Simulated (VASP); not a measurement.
Band structure of P (relaxed from the layer:graphite structure). Level of theory: PBEsol GGA, VASP's PBE PAW potentials (set 64) (plane waves; VASP).

The cell holds a wide vacuum, so values per volume refer to the whole cell.

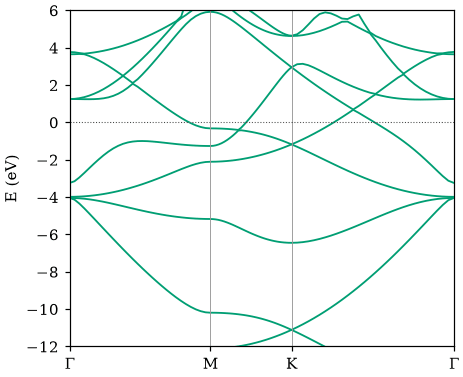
Figure: Bands along high-symmetry lines, zero at the valence-band maximum or, without a gap, the Fermi level

**Question.** Read the plot: is there a gap, and where are the band edges?

**Answer.** It has no gap at this level: it comes out as a metal or semimetal. (Edges off the drawn lines would not show.)

The cell is a sheet with vacuum, built from a generated structure.
